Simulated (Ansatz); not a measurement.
## C2HF2Ge (SMILES C#[C][Ge]([F])[F]): the energy, rung by rung

C2HF2Ge has 6 atoms, charge 0, and is taken as a doublet. SMILES: `C#[C][Ge]([F])[F]`. Geometry: optimised at PBE0/def2-SVP.

```xyz
6

C    -0.1912    0.5210    1.7010
C    -0.1398    0.2083    0.5259
Ge   -0.2900   -0.1412   -1.3306
F    -0.2754   -1.8579   -1.5716
F     1.1484    0.4237   -2.1164
H    -0.2099    0.7821    2.7456
```

Quantity: the dissociation energy of the Ge3–C2 bond into singlet GeF2 and doublet C2H (shapes relaxed at PBE0/def2-SVP, no zero-point term), in eV. The values are calculated.

```
             level                    kind  program  value (eV)
   USVWN5/def2-SVP                     LDA   Ansatz        3.09
     UPBE/def2-SVP                     GGA   Ansatz        2.63
 U-r2SCAN/def2-SVP                meta-GGA   Ansatz        2.68
   UB3LYP/def2-SVP           global hybrid   Ansatz        2.48
 UPBE0-D4/def2-SVP           global hybrid   Ansatz        2.76
U-wB97M-V/def2-SVP  range-separated hybrid   Ansatz        2.70
  RPA@PBE/def2-SVP                     RPA   Ansatz        2.34
     UMP2/def2-SVP     perturbation theory   Ansatz        3.29
 UCCSD(T)/def2-SVP   coupled cluster or CI   Ansatz        2.50
```

All-electron rows without a relativistic Hamiltonian named are non-relativistic. Correlated wave functions underbind in double-zeta sets. The values span 2.34 to 3.29 eV. Spin contamination of the reference (⟨S²⟩ at least 0.1 too high) touches UMP2/def2-SVP, UCCSD(T)/def2-SVP (up to 0.41 too high). A fragment with an even electron count was run as a singlet and may have a lower triplet. Measured bond enthalpies also hold zero-point and thermal terms, a few tenths of an eV less. The coupled-cluster rows rest on a doubtful reference here (large T1 or Brueckner and Hartree–Fock orbitals at odds), and rows may lie in different states. In the correlated wave-function rows the outer d shell of Ge is correlated, in sets not made for it.

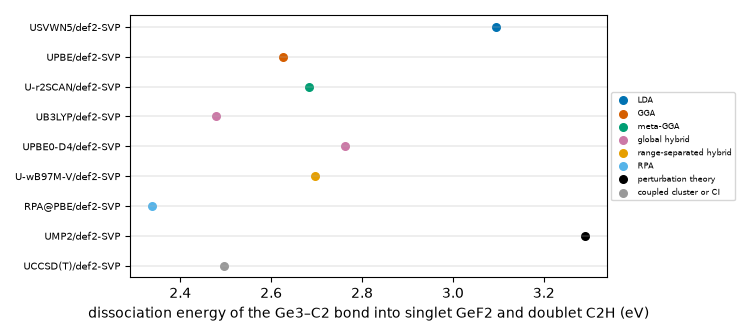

The values of the table, level by level.
